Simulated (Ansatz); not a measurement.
Re under a change: Re → Ta

Consider Re in the hcp (Mg type) structure (space group P6_3/mmc, No. 194; a = 2.751 Å, c = 4.441 Å).

It is then changed as follows: every Re is replaced by Ta; the structure is relaxed again.

Method: PBEsol (Ansatz, an electronic-structure program; PAW; 420 eV plane waves; without spin-orbit coupling). Settings: 19×19×9 k-points, 0.05 eV Fermi–Dirac smearing, for the changed cell.

The volume per atom rises by 3.56 Å³ to 18.11 Å³ and the c/a ratio goes up by 0.162, from 1.615 to 1.777. The space group stays P6_3/mmc (No. 194) and the band gap remains zero.

Final structure:

```yaml
crystal:
  lattice:
    - [2.86601, 0.00000, 0.00000]
    - [-1.43300, 2.48203, 0.00000]
    - [0.00000, 0.00000, 5.09178]
  atoms:
    - { symbol: Ta, position: [0.33333, 0.66667, 0.75000] }
    - { symbol: Ta, position: [0.66667, 0.33333, 0.25000] }
```

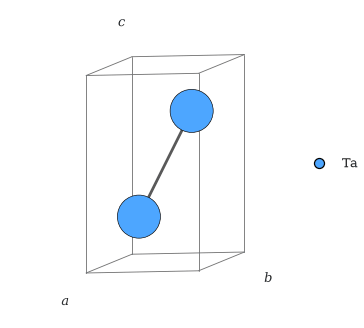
*The relaxed conventional cell after the change*

Whether these cells are dynamically stable was not tested. For Ta in this form, whether it has been made was not checked. The final runs are not spin-polarised. This is not the structure that Ta has at room temperature and ambient pressure.
